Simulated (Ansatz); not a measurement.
**BH₃O₂SSi: small, medium and large basis sets**

How large a basis does BH₃O₂SSi need? Two functionals are run in growing sets.

Computed with Ansatz 0.2.0, Gaussian basis. Level: one geometry, several basis sets.

Plan: PBE0-D4/def2-SVP; ωB97M-V/def2-SVP; PBE0-D4/def2-QZVPP; ωB97M-V/def2-QZVPP; the functionals' def2-TZVPP values are taken from earlier runs.

**1. Structure used throughout**

An earlier PBE0-D4 in a triple-zeta def2 set relaxation fixed the geometry.

8 atoms, charge 0, spin multiplicity 1.

Atoms are counted from 1 here; the program's logs count them from 0.

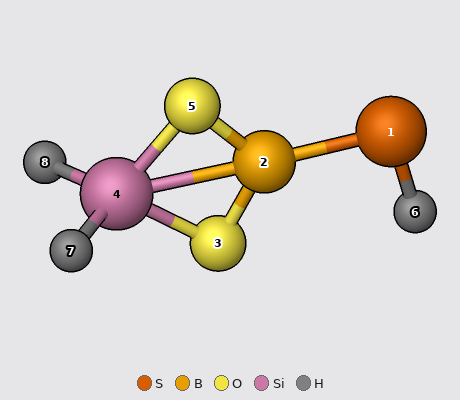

The structure; sulfur orange, boron amber, oxygen yellow, silicon pink, hydrogen grey; atoms are numbered from 1 in the order of the file.

As a file:

```xyz
8

S    -0.74137    2.20121    0.97949
B    -0.22735    0.59352    0.36685
O     0.24703    0.27172   -0.90714
Si    0.35732   -1.28878   -0.29699
O    -0.23375   -0.58897    1.10795
H    -0.48907    2.82484   -0.18263
H     1.73615   -1.80969   -0.19174
H    -0.55676   -2.26106   -0.93158
```

**2. PBE0-D4 in def2-SVP**

in.yaml reads:

```yaml
crystal:
  periodic: [false, false, false]
  atoms:
    - {symbol: S, position_ang: [-0.741373, 2.201213, 0.979486]}
    - {symbol: B, position_ang: [-0.227348, 0.593519, 0.366847]}
    - {symbol: O, position_ang: [0.247026, 0.271723, -0.907137]}
    - {symbol: Si, position_ang: [0.357322, -1.288775, -0.296990]}
    - {symbol: O, position_ang: [-0.233747, -0.588973, 1.107947]}
    - {symbol: H, position_ang: [-0.489068, 2.824841, -0.182634]}
    - {symbol: H, position_ang: [1.736145, -1.809688, -0.191740]}
    - {symbol: H, position_ang: [-0.556756, -2.261060, -0.931579]}
basis:
  gaussian: {orbitals: def2-SVP}
hamiltonian: {xc: pbe0, dispersion: d4}
output: {orbitals: {seedname: orbitals}}
```

Run with:

```console
> ansatz run in.yaml --threads 2 --pin off --events-out ev --progress --plain --max-ram 4352MiB
```

The runs that follow: ωB97M-V in def2-SVP; PBE0-D4 in def2-QZVPP; ωB97M-V in def2-QZVPP.

**Question.** What will the summary of the whole plan be? Wanted: PBE0-D4: double and triple zeta above quadruple; ωB97M-V: double and triple zeta above quadruple.

As calculated:

| quantity | value |
| --- | --- |
| PBE0-D4: double and triple zeta above quadruple | 13.36, 0.88 eV |
| ωB97M-V: double and triple zeta above quadruple | 13.38, 0.82 eV |

In words: For PBE0-D4 the step from double to triple zeta gains 12.47 eV and the next only 0.88 eV. Total energies overstate the basis error of differences, where much of it tends to cancel. The LUMO of ωB97M-V is positive and keeps falling with the basis (1.81 to 0.86 eV): an unbound level that the basis holds in place.
